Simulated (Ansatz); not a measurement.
# Al2H (doublet): one geometry, many settings at angle Al2–Al1–H3 = 69.8°

Aim: run Al2H (doublet) at one geometry under a spread of methods and options, and see what each costs and gives.

The runs use Ansatz 0.2.0, Gaussian basis; the settings change from run to run.

12 further runs of the same task are left out: 4 for a known fault of the program, 5 that didn't finish, 3 set aside as unsound or not needed.

**1. What is computed**

The geometry derives from a PBE0/def2-TZVP stationary point (not a proven minimum). One angle is set to the value named; bond lengths are kept.

3 atoms, charge 0, spin multiplicity 2.

Atoms are counted from 1 here; the program's logs count them from 0.

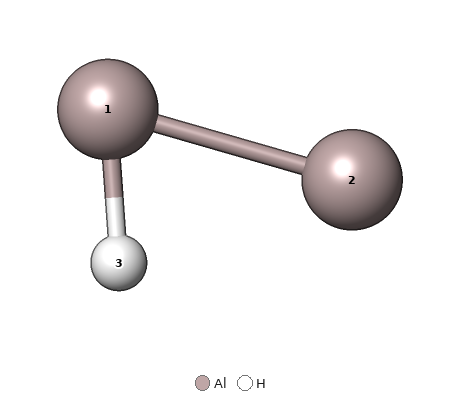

The geometry (aluminium light grey, hydrogen white); atoms are numbered from 1 in the order of the file.

**2. CCSD/STO-3G**

File in.yaml:

```yaml
crystal:
  periodic: [false, false, false]
  atoms:
    - {symbol: Al, position_ang: [-1.101970, 0.000000, 0.734771]}
    - {symbol: Al, position_ang: [1.093526, 0.000000, -0.796828]}
    - {symbol: H, position_ang: [0.226045, 0.000000, 1.661207]}
basis:
  gaussian: {orbitals: STO-3G}
magnetization: {spin_polarized: true, initial_magnetization: 1}
hamiltonian: {xc: {name: PBE}}
correlation: {method: ccsd, electrons: outside_noble_gas}
```

Launch:

```sh
$ ansatz run in.yaml --threads 1 --pin off --events-out ev --progress --plain --max-ram 2393MiB
```

Output, shortened:

```text
Functional definition: PBE
  name "PBE"
  cite "Perdew, Burke & Ernzerhof, Phys. Rev. Lett. 77, 3865 (1996) doi:10.1103/PhysRevLett.77.3865"
  parent pbe
[...]
196 factors; integrals over basis functions are off by at most 1.2e-4 eV
[...]
mean field -13036.74932415 eV, -479.0917010365 hartree, gradient 3.3e-6 eV, S^2 0.752869; 5 other end points of the search recorded, 0 dependent functions left out
10 core orbitals not correlated: weight in the atoms' cores, before any rotation towards them, 0.999 or more for the frozen orbitals, at most 0.000 for the correlated occupied ones
reference -13017.48150156 eV, -478.3836216164 hartree; 4, 3 occupied and 5, 6 virtual orbitals, 196 factors
second order -1.39252029 eV of doubles, -0.25437858 eV of singles
cycle   1  -1.99685087 eV  change   -3.5e-1 eV  update   7.6e-2
[...]
cycle  14  -2.29928466 eV  change    3.0e-6 eV  update   2.8e-6
Total energy: -13019.78078622 eV, -478.4681187690 hartree
```

Run time: 2.1 s. Hardware: 1 thread of Arm Neoverse V1, shared host.

From the report: ⟨S²⟩ of the determinant 0.753 (pure doublet: 0.75); correlation -2.2993 eV; T1 0.040; largest double amplitude 0.10. The orbitals are Kohn-Sham ones, so correlation energy and T1 don't compare with those on Hartree-Fock orbitals.

**3. CCSDT(Q)/cc-pVDZ**

File in.yaml:

```yaml
crystal:
  periodic: [false, false, false]
  atoms:
    - {symbol: Al, position_ang: [-1.101970, 0.000000, 0.734771]}
    - {symbol: Al, position_ang: [1.093526, 0.000000, -0.796828]}
    - {symbol: H, position_ang: [0.226045, 0.000000, 1.661207]}
basis:
  gaussian: {orbitals: cc-pVDZ, point_charges: [{charge: 1.00, position_ang: [4.635, 0.056, -0.315]}]}
magnetization: {spin_polarized: false, initial_magnetization: 1}
hamiltonian: {xc: {name: PBE0}}
correlation: {method: ccsdt_q, electrons: outside_noble_gas}
```

Launched as before.

Output, shortened:

```text
Functional definition: PBE0
  name "PBE0"
  cite "Adamo & Barone, J. Chem. Phys. 110, 6158 (1999) doi:10.1063/1.478522"
  cite "Perdew, Burke & Ernzerhof, Phys. Rev. Lett. 77, 3865 (1996) doi:10.1103/PhysRevLett.77.3865"
  parent pbe
[...]
772 factors; integrals over basis functions are off by at most 1.9e-7 eV
[...]
mean field -13201.89410160 eV, -485.1606596687 hartree, gradient 6.3e-6 eV, S^2 0.750000; 4 other end points of the search recorded, 0 dependent functions left out
[...]
10 core orbitals not correlated: weight in the atoms' cores, before any rotation towards them, 1.000 or more for the frozen orbitals, at most 0.000 for the correlated occupied ones
reference -13179.92807514 eV, -484.3534230853 hartree; 4, 3 occupied and 27, 28 virtual orbitals, 772 factors
second order -2.73296234 eV of doubles, -0.18408108 eV of singles
cycle   1  -3.42704645 eV  change   -5.1e-1 eV  update   8.8e-2
[...]
cycle  24  -3.85589415 eV  change   -6.2e-7 eV  update   5.6e-7
perturbative correction -0.00862688 eV, -0.0003170318 hartree
Total energy: -13183.79259617 eV, -484.4954416136 hartree
```

Run time: 11 s. Hardware: 1 thread of Arm Neoverse V1, shared host.

From the report: correlation -3.8645 eV; T1 0.029; largest double amplitude 0.09. The orbitals are Kohn-Sham ones, so correlation energy and T1 don't compare with those on Hartree-Fock orbitals.

**4. MRCISD+Q(5,6)/cc-pVDZ**

File in.yaml:

```yaml
crystal:
  periodic: [false, false, false]
  atoms:
    - {symbol: Al, position_ang: [-1.101970, 0.000000, 0.734771]}
    - {symbol: Al, position_ang: [1.093526, 0.000000, -0.796828]}
    - {symbol: H, position_ang: [0.226045, 0.000000, 1.661207]}
basis:
  gaussian: {orbitals: cc-pVDZ}
magnetization: {spin_polarized: false, initial_magnetization: 1}
correlation: {method: fic_mrcisd_q, electrons: outside_noble_gas, active_space: {window: {electrons: 5, orbitals: 6}}}
```

The command is unchanged.

Output, shortened:

```text
Functional definition: HF
  name "HF"
  cite "Fock, Z. Phys. 61, 126 (1930) doi:10.1007/BF01340294"
  parent pbe
[...]
406 factors; integrals over basis functions are off by at most 1.1e-3 eV
[...]
mean field -13179.38835859 eV, -484.3335888678 hartree, gradient 3.5e-6 eV, S^2 0.750000; 9 other end points of the search recorded, 0 dependent functions left out
reference -13179.38835859 eV, -484.3335888678 hartree; 14, 13 occupied and 27, 28 virtual orbitals, 406 factors
state -13180.56948368 eV, -484.3769944145 hartree
contracted CI cycle   1: correlation 0.00000000 eV, 0.0000000000 hartree, residual 9.46e0 eV
contracted CI cycle   2: correlation -2.28586954 eV, -0.0840041561 hartree, residual 2.01e0 eV
contracted CI cycle   3: correlation -2.42048626 eV, -0.0889512295 hartree, residual 6.92e-1 eV
[...]
contracted CI cycle   5: correlation -2.43441977 eV, -0.0894632765 hartree, residual 1.30e-1 eV
contracted CI cycle   6: correlation -2.43507191 eV, -0.0894872422 hartree, residual 6.28e-2 eV
contracted CI cycle   7: correlation -2.43522344 eV, -0.0894928109 hartree, residual 2.58e-2 eV
contracted CI cycle   8: correlation -2.43524714 eV, -0.0894936816 hartree, residual 1.02e-2 eV
contracted CI cycle   9: correlation -2.43525039 eV, -0.0894938011 hartree, residual 3.89e-3 eV
contracted CI cycle  10: correlation -2.43525086 eV, -0.0894938184 hartree, residual 1.53e-3 eV
contracted CI cycle  11: correlation -2.43525093 eV, -0.0894938212 hartree, residual 5.80e-4 eV
state -13180.53945302 eV, -484.3758908080 hartree; corrected -13183.19849083 eV, -484.4736086453 hartree
state -13180.56948368 eV, -484.3769944145 hartree; corrected -13183.23397615 eV, -484.4749127064 hartree
the orbitals are reached from a further start. From the first start the search ends at -13180.53939086 eV, -484.3758885237 hartree
Total energy: -13183.23397615 eV, -484.4749127064 hartree
```

Wall time 5.5 s (1 thread of Arm Neoverse V1, shared host).

From the report: 152 determinants; active occupations 1.95, 1.89, 0.99, 0.07, 0.06, 0.04.

**5. CCSDT(Q)/B on UHF/cc-pVDZ**

File in.yaml:

```yaml
crystal:
  periodic: [false, false, false]
  atoms:
    - {symbol: Al, position_ang: [-1.101970, 0.000000, 0.734771]}
    - {symbol: Al, position_ang: [1.093526, 0.000000, -0.796828]}
    - {symbol: H, position_ang: [0.226045, 0.000000, 1.661207]}
basis:
  gaussian: {orbitals: cc-pVDZ}
magnetization: {spin_polarized: true, initial_magnetization: 1}
correlation: {method: ccsdt_q_b, electrons: outside_noble_gas}
output: {forces: true}
```

Same command.

Output, shortened:

```text
Functional definition: HF
  name "HF"
  cite "Fock, Z. Phys. 61, 126 (1930) doi:10.1007/BF01340294"
  parent pbe
[...]
772 factors; integrals over basis functions are off by at most 1.9e-7 eV
[...]
mean field -13179.62421622 eV, -484.3422564761 hartree, gradient 1.7e-6 eV, S^2 0.951105; 27 other end points of the search recorded, 0 dependent functions left out
determinant -13179.62421622 eV, -484.3422564761 hartree, with singles and doubles -13183.07520360 eV, -484.4690779231 hartree
determinant -13179.61895609 eV, -484.3420631699 hartree, with singles and doubles -13183.09147517 eV, -484.4696758922 hartree
determinant -13179.43234731 eV, -484.3352054234 hartree, with singles and doubles -13182.93122239 eV, -484.4637867111 hartree
determinant -13179.35173220 eV, -484.3322428730 hartree, with singles and doubles -13182.90963299 eV, -484.4629933152 hartree
[...]
10 core orbitals not correlated: weight in the atoms' cores, before any rotation towards them, 1.000 or more for the frozen orbitals, at most 0.000 for the correlated occupied ones
reference -13179.61895609 eV, -484.3420631699 hartree; 4, 3 occupied and 27, 28 virtual orbitals, 772 factors
second order -2.49161019 eV of doubles, -0.00000000 eV of singles
cycle   1  -3.10328341 eV  change   -6.1e-1 eV  update   9.7e-2
[...]
cycle  21  -3.62468684 eV  change    6.1e-7 eV  update   6.0e-7
perturbative correction -0.00677862 eV, -0.0002491097 hartree
[...]
Total energy: -13183.25042155 eV, -484.4755170639 hartree
Atom 0 at    -1.101970     0.000000     0.734771 Å, force    -1.134494    -0.000000    -0.283172 eV/Å
Atom 1 at     1.093526     0.000000    -0.796828 Å, force     0.282987    -0.000000    -0.023763 eV/Å
Atom 2 at     0.226045     0.000000     1.661207 Å, force     0.851507     0.000000     0.306935 eV/Å
Dipole moment:     0.239844    -0.000000    -0.232027 e Å
```

Wall time 57 s (1 thread of Arm Neoverse V1, shared host); peak memory 0.54 GiB.

From the report: ⟨S²⟩ of the determinant 0.829 (pure doublet: 0.75); correlation -3.6315 eV; T1 0.036; largest double amplitude 0.08.

**6. CCSDT(Q)/B on UHF/def2-SVP**

Edit in.yaml of step 5 so:

```diff
@@ -7,5 +7,5 @@
 basis:
-  gaussian: {orbitals: cc-pVDZ}
+  gaussian: {orbitals: def2-SVP}
 magnetization: {spin_polarized: true, initial_magnetization: 1}
-correlation: {method: ccsdt_q_b, electrons: outside_noble_gas}
+correlation: {method: ccsdt_q_b, electrons: valence, diis_vectors: 4}
 output: {forces: true}
```

Launched as before.

Output, shortened:

```text
Functional definition: HF
  name "HF"
  cite "Fock, Z. Phys. 61, 126 (1930) doi:10.1007/BF01340294"
  parent pbe
[...]
654 factors; integrals over basis functions are off by at most 2.2e-7 eV
[...]
mean field -13175.15346811 eV, -484.1779595131 hartree, gradient 1.9e-6 eV, S^2 0.882051; 27 other end points of the search recorded, 0 dependent functions left out
determinant -13175.15346811 eV, -484.1779595131 hartree, with singles and doubles -13178.47471067 eV, -484.3000129263 hartree
determinant -13174.93099671 eV, -484.1697838400 hartree, with singles and doubles -13178.27349823 eV, -484.2926185052 hartree
determinant -13174.83685439 eV, -484.1663241737 hartree, with singles and doubles -13178.25367118 eV, -484.2918898745 hartree
determinant -13174.78370469 eV, -484.1643709583 hartree, with singles and doubles -13178.32082535 eV, -484.2943577449 hartree
[...]
10 core orbitals not correlated: weight in the atoms' cores, before any rotation towards them, 1.000 or more for the frozen orbitals, at most 0.000 for the correlated occupied ones
reference -13175.15250449 eV, -484.1779241009 hartree; 4, 3 occupied and 27, 28 virtual orbitals, 654 factors
second order -2.40675004 eV of doubles, -0.00000000 eV of singles
cycle   1  -2.97543072 eV  change   -5.7e-1 eV  update   9.4e-2
[...]
cycle  26  -3.47155322 eV  change   -1.1e-7 eV  update   6.2e-7
perturbative correction -0.00588218 eV, -0.0002161662 hartree
[...]
Total energy: -13178.62993989 eV, -484.3057174948 hartree
Atom 0 at    -1.101970     0.000000     0.734771 Å, force    -0.786608    -0.000000    -0.339159 eV/Å
Atom 1 at     1.093526     0.000000    -0.796828 Å, force     0.064296    -0.000000     0.138672 eV/Å
Atom 2 at     0.226045     0.000000     1.661207 Å, force     0.722312     0.000000     0.200486 eV/Å
Dipole moment:     0.238328     0.000000    -0.251827 e Å
```

Run time: 54 s. Hardware: 1 thread of Arm Neoverse V1, shared host; peak memory 0.53 GiB.

From the report: ⟨S²⟩ of the determinant 0.829 (pure doublet: 0.75); correlation -3.4774 eV; T1 0.035; largest double amplitude 0.09.

**7. The runs in one table**

Where basis and cores are those of an earlier UCCSDT(Q)/cc-pVDZ run (-13183.2507 eV), and the state is the same kind, the miss against it is given.

| level | correlated | functions | energy (eV) | from UCCSDT(Q) (meV) | time |
| --- | --- | --- | --- | --- | --- |
| CCSD/STO-3G (on PBE orbitals) | outside noble gas | 19 | -13019.7808 |  | 2.1 s |
| CCSDT(Q)/cc-pVDZ (beside a point charge, on PBE0 orbitals) | outside noble gas | 41 | -13183.7926 |  | 11 s |
| MRCISD+Q(5,6)/cc-pVDZ | outside noble gas | 41 | -13183.2340 | 16.8 | 5.5 s |
| CCSDT(Q)/B on UHF/cc-pVDZ | outside noble gas | 41 | -13183.2504 | 0.3 | 57 s |
| CCSDT(Q)/B on UHF/def2-SVP | valence | 41 | -13178.6299 |  | 54 s |

**8. What came out**

| quantity | value |
| --- | --- |
| runs | 5 |
| quickest | CCSD/STO-3G (on PBE orbitals), 2.1 s |
| slowest | CCSDT(Q)/B on UHF/cc-pVDZ, 57 s |

In words: Total energies in different bases, with other cores or another treatment of relativity can't be set against each other. CCSDT(Q)/B on UHF/cc-pVDZ took 27 times as long as CCSD/STO-3G (on PBE orbitals); the jobs differ in more than the method. Among the correlated runs with a miss given, it spans +0 to +17 meV.
